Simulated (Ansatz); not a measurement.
# C2H3Ge (SMILES [C]#[C][GeH3]): UBLYP/def2-SVPD

Aim: the electronic atomisation energy of C2H3Ge at UBLYP/def2-SVPD, from 4 runs. 

The calculation is run with Ansatz 0.2.0.

55 further runs of the same task are left out: 6 that didn't finish, 49 set aside as unsound or not needed. Runs told in other sessions of the task aren't counted.

## (1) The molecule

C2H3Ge has 6 atoms, charge 0, and is taken as a doublet. As SMILES, `[C]#[C][GeH3]`. Geometry: relaxed at PBE0-D4/def2-TZVP.

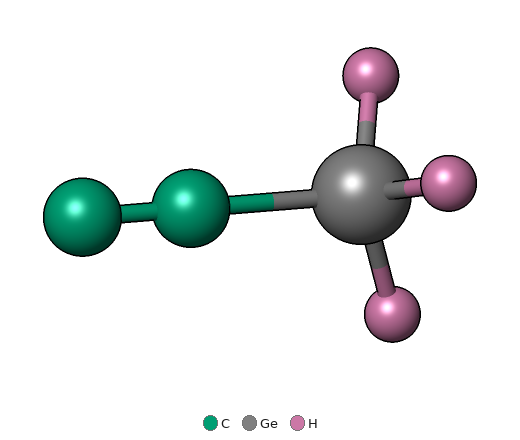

The structure, seen from a chosen angle (carbon teal, germanium grey, hydrogen pink).

## (2) A single-point energy at UBLYP/def2-SVPD

job.yaml

```yaml
crystal:
  periodic: [false, false, false]
  atoms:
    - {symbol: C, position_ang: [1.063000, -1.993700, 1.127200]}
    - {symbol: C, position_ang: [0.554800, -1.039400, 0.581600]}
    - {symbol: Ge, position_ang: [-0.244200, 0.461100, -0.277700]}
    - {symbol: H, position_ang: [-1.482100, -0.028100, -1.035900]}
    - {symbol: H, position_ang: [0.783700, 1.059700, -1.242900]}
    - {symbol: H, position_ang: [-0.633000, 1.476400, 0.801400]}
basis:
  gaussian: {orbitals: def2-SVPD}
magnetization: {spin_polarized: true, initial_magnetization: 1}
accuracy: high
output: {orbitals: {seedname: orbitals}}
hamiltonian: {xc: {name: BLYP}}
```

The run is started by

```console
ansatz run job.yaml --threads 1 --pin off --max-ram 3480MiB --events-out events.jsonl --progress --plain --runs-dir runs
```

The program printed:

```text
Warning: RAYON_NUM_THREADS=1 ignored (pool sized by the plan → 1); use --threads N
Functional definition: BLYP
  name "BLYP"
  parameter beta = 0.0042
  parameter a = 0.04918
  parameter b = 0.132
  parameter c = 0.2533
  parameter d = 0.349
  exchange = b88_x(beta = beta)
  correlation = lyp_c(a = a, b = b, c = c, d = d)
2013 factors; integrals over basis functions are off by at most 4.5e-9 eV
mean field evaluation 1: about -58621.6469 eV, gradient 3.6e1 eV
mean field evaluation 2: about -58606.6481 eV, gradient 5.9e1 eV
mean field evaluation 4: about -58627.5360 eV, gradient 4.7e0 eV
mean field evaluation 8: about -58627.6583 eV, gradient 1.5e-1 eV
mean field evaluation 16: about -58627.6584 eV, gradient 1.3e-4 eV
mean field evaluation 32: about -58627.5499 eV, gradient 6.8e-1 eV
mean field -58627.65838341 eV, -2154.5267063364 hartree, gradient 5.5e-8 eV, S^2 0.764596; 4 other end points of the search recorded, 0 dependent functions left out
reference -58627.65843891 eV, -2154.5267083759 hartree; 24, 23 occupied and 78, 79 virtual orbitals, 2013 factors
Total energy: -58627.65843891 eV, -2154.5267083759 hartree
```

It took 15 s on 1 thread of Arm Neoverse V1, shared host; peak memory 0.31 GiB.

## (3) The C atom

run.yaml

```yaml
crystal:
  periodic: [false, false, false]
  atoms:
    - {symbol: C, position_ang: [0.000000, 0.000000, 0.000000]}
basis:
  gaussian: {orbitals: def2-SVPD}
magnetization: {spin_polarized: true, initial_magnetization: 2}
hamiltonian: {xc: {name: BLYP}}
accuracy: high
```

Run the same way, it converges to -37.80174 Eh (log not shown).

## (4) The Ge atom, same level

in.yaml

```yaml
crystal:
  periodic: [false, false, false]
  atoms:
    - {symbol: Ge, position_ang: [0.000000, 0.000000, 0.000000]}
basis:
  gaussian:
    orbitals: def2-SVPD
magnetization:
  spin_polarized: true
  initial_magnetization: 2
hamiltonian:
  xc: {name: BLYP}
accuracy: high
```

Run the same way, it converges to -2076.72050 Eh (log not shown).

## (5) The H atom at the same level

run.yaml

```yaml
basis:
  gaussian:
    orbitals: def2-SVPD
crystal:
  periodic: [false, false, false]
  atoms:
    - {symbol: H, position_ang: [0.000000, 0.000000, 0.000000]}
accuracy: high
hamiltonian:
  xc: {name: BLYP}
magnetization:
  spin_polarized: true
  initial_magnetization: 1
```

The run is started by

```console
ansatz run run.yaml --threads 1 --pin off --max-ram 3480MiB --events-out events.jsonl --progress --plain --runs-dir runs
```

The program printed:

```text
Warning: RAYON_NUM_THREADS=1 ignored (pool sized by the plan → 1); use --threads N
Functional definition: BLYP
  name "BLYP"
  parameter beta = 0.0042
  parameter a = 0.04918
  parameter b = 0.132
  parameter c = 0.2533
  parameter d = 0.349
  exchange = b88_x(beta = beta)
  correlation = lyp_c(a = a, b = b, c = c, d = d)
33 factors; integrals over basis functions are off by at most 2.1e-9 eV
mean field evaluation 1: about -13.5050 eV, gradient 4.8e-1 eV
mean field evaluation 2: about -13.5078 eV, gradient 5.7e-2 eV
mean field evaluation 4: about -13.5078 eV, gradient 5.0e-5 eV
mean field evaluation 8: about -13.5078 eV, gradient 2.3e-8 eV
mean field -13.50782747 eV, -0.4964035038 hartree, gradient 2.3e-8 eV, S^2 0.750000; 0 other end points of the search recorded, 0 dependent functions left out
reference -13.50785355 eV, -0.4964044622 hartree; 1, 0 occupied and 7, 8 virtual orbitals, 33 factors
Total energy: -13.50785355 eV, -0.4964044622 hartree
```

It took 0.12 s on 1 thread of Arm Neoverse V1, shared host.

## (6) What came out

Level: UBLYP/def2-SVPD.

```
                                    quantity           value
                      molecule: total energy  -2154.52671 Eh
molecule: HOMO energy (highest over α and β)        -6.88 eV
 molecule: LUMO energy (lowest over α and β)        -6.12 eV
                              molecule: ⟨S²⟩           0.765
                        C atom: total energy    -37.80174 Eh
                                C atom: ⟨S²⟩           2.003
                       Ge atom: total energy  -2076.72050 Eh
                               Ge atom: ⟨S²⟩           2.002
                        H atom: total energy     -0.49640 Eh
                                H atom: ⟨S²⟩           0.750
               electronic atomisation energy       19.416 eV
```

Taking the molecule apart into free atoms costs 19.42 eV (448 kcal/mol), before zero-point energy and without spin-orbit coupling.
